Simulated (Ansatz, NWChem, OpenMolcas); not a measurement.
# How basis sets differ on NH (imidogen)

NH has 2 atoms, charge 0, and is taken as a triplet. As SMILES, `[NH]`. The bond length is the measured one.

| atom | x (Å) | y (Å) | z (Å) |
| --- | --- | --- | --- |
| N | 0.0000 | 0.0000 | 0.0000 |
| H | 0.0000 | 0.0000 | 1.0362 |

Quantity: the electronic atomisation energy, in eV. The values are calculated. Electronic energies at fixed atoms, without zero-point motion or spin-orbit coupling.

```csv
level,kind,program,value (eV),CPU time (all runs)
UB3LYP/3-21G,global hybrid,Ansatz,3.30,0.79 s
UB3LYP/6-31G* (spherical functions),global hybrid,Ansatz,3.65,0.91 s
UB3LYP/6-31G* (Cartesian functions),global hybrid,OpenMolcas,3.66,11 s
UB3LYP/6-311G**,global hybrid,Ansatz,3.71,1 s
UB3LYP/aug-cc-pVTZ,global hybrid,NWChem,3.81,13 s
```

The values span 3.30 to 3.81 eV. Without the sets that lack polarisation functions the rows with a basis span only 3.65 to 3.81 eV. CPU times are rough (shared hosts, several kinds of processor): they show what a rung costs within a factor of a few.

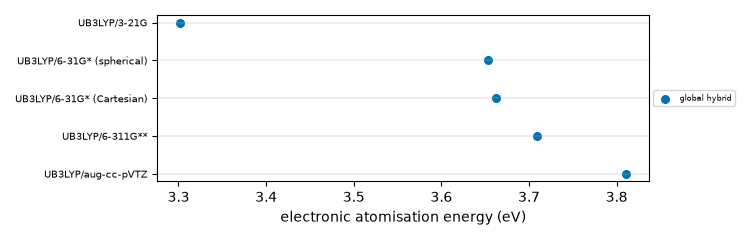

The values of the table, level by level.
